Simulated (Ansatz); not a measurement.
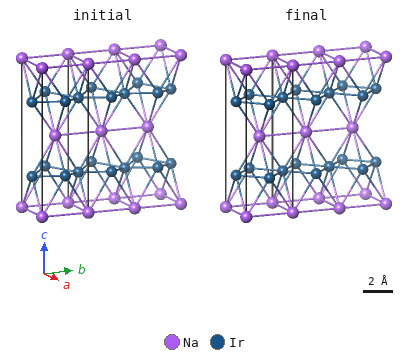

The structure of a crystal of NaIr₂ (built on the tetragonal zirconia_137 type) (coarse preliminary run) before (left) and after (right) a relaxation, at one scale.

The picture is a ball-and-stick view of the cell of the calculation, repeated 1 × 3 × 1 with one cell outlined, seen slightly off an axis.

Case: tetragonal zirconia type (P4_2/nmc, No. 137).

Computed with Ansatz, DFT PBE, scalar-relativistic, plane waves, PAW.

Input
```yaml
crystal:
  lattice:
    - [3.5073162389, 0.0, 0.0]
    - [0.0, 3.5073162389, 0.0]
    - [0.0, 0.0, 10.5720366391]
  atoms:
    - { symbol: Na, position: [0.0, 0.0, 0.0] }
    - { symbol: Na, position: [0.5, 0.5, 0.5] }
    - { symbol: Ir, position: [0.0, 0.5, 0.261328998] }
    - { symbol: Ir, position: [0.0, 0.5, 0.761328998] }
    - { symbol: Ir, position: [0.5, 0.0, 0.238671002] }
    - { symbol: Ir, position: [0.5, 0.0, 0.738671002] }
basis:
  ecutwfc: 420
kpoints:
  mp_grid: { grid: [6, 6, 2] }
hamiltonian:
  xc: pbe
scf:
  occupations: { method: gaussian, width: 0.1 }
  lower_state_search: "off"
output:
  forces: true
  stress: true
  eigenvalues: true
relax:
  adjacent_minimum: "off"
  f_tol: 0.04
  max_steps: 70
  cell: { stress_tol: 0.4 }
```

Run as
```bash
ansatz run input.yaml --threads 1 --pin off --max-ram 2560MiB --backend cpu --events-out ev --progress --plain --runs-dir out
```

> Describe what moved and what it gained.

Over 5 accepted moves (7 points after the start) the energy falls by 32.7 meV per atom. Largest force component: 0.19 eV/Å at the start, 0.0013 eV/Å at the end. Pressure: 0.82 GPa at the start and −0.03 GPa at the end. The line search rejected the trial step at point 3 of the run. The SCF was repeated once at an unchanged geometry on a basis and grid sized afresh for the cell, which shifted the energy by less than 0.05 meV per atom at most. The largest moves relative to the cell, 0.12 Å, are those of Ir3, Ir4, Ir5 and Ir6. Ir4 goes along −c. Na stays in place. The volume changes by +0.3 %, with a = b 3.507 → 3.532 Å (+0.7 %), c 10.572 → 10.455 Å (−1.1 %). Near-neighbour distances that change, for instance: Na1–Ir3 3.272 → 3.154 Å, Na1–Ir4 3.073 → 3.154 Å, Na1–Na1 3.507 → 3.532 Å, Ir3–Ir5 2.492 → 2.497 Å. The space group (tolerance 0.01 Å) goes from P4_2/nmc (No. 137) to I4/mmm (No. 139).
